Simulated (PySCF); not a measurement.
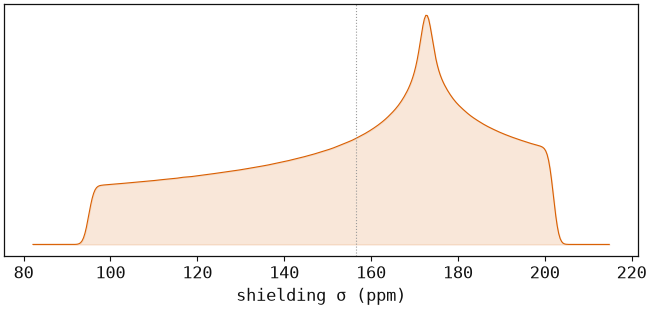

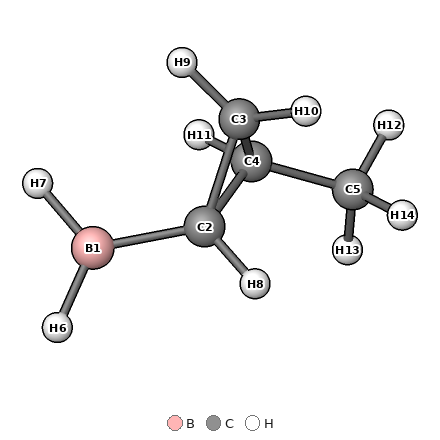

Static powder pattern (¹³C) from GIAO shielding tensors of C₄H₉B, SMILES B[C@@H]1C[C@H]1C, OPBE/pcSseg-1, PySCF 2.14.0, at a PBE0-D3(BJ)/def2-SVP geometry (no frequency check); absolute shielding, one fixed geometry of the isolated molecule without any motion, no dipolar terms. The dotted line is the isotropic value; skew is 3(σiso − σ22)/span.

Q: The pattern belongs to C2. Give the principal values, span and skew.

A: C2: σ11, σ22, σ33 = 95, 173, 202 ppm, isotropic 157, span 107 ppm, skew −0.45.
